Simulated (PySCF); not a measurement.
# C5H8O3: the cost of one run

Programs: PySCF 2.14.0, with routines of our own; each step states its level. All values are computed. Atoms count from 0.

### Step 1. The system as given

16 atoms, charge 0, multiplicity 1; geometry from: GFN2-xTB.

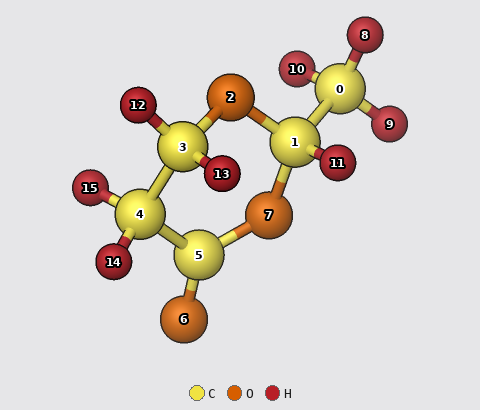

The starting geometry (carbon yellow, oxygen orange, hydrogen red).

### Step 2. Vibronic structure: TDDFT B3LYP/def2-SVP

Job settings and geometry (Å):

```
{"job": {"kind": "vib", "xc": "B3LYP", "basis": "def2-SVP", "tda": false}, "charge": 0, "multiplicity": 1}
C      2.335896    -0.237819     0.004007
C      0.934415     0.330309    -0.151612
O      0.211212    -0.473106    -1.015752
C     -1.133911    -0.048200    -1.108984
C     -1.818260    -0.240583     0.240543
C     -0.948373     0.249520     1.386921
O     -1.380516     0.445173     2.487917
O      0.358179     0.426750     1.152989
H      2.828582    -0.244606    -0.962882
H      2.896790     0.371549     0.704753
H      2.268918    -1.254238     0.380740
H      0.975122     1.369094    -0.540720
H     -1.593544    -0.660325    -1.886292
H     -1.170677     1.008531    -1.414261
H     -2.778752     0.271616     0.289257
H     -1.992678    -1.304721     0.421964
```

Level: TDDFT B3LYP/def2-SVP vertical-gradient vibronic structure (displaced harmonic oscillators, Condon), gas phase.

On the command line:

```
> OMP_NUM_THREADS=1 python excited_run.py task.json out
```

One launch serves the whole session: the jobs run in the order shown.

**Question.** How long does this first job take on 1 thread of Intel Xeon at 2.50GHz, shared host, and how much memory does it need?

About 97 s, with a peak of 0.86 GiB.
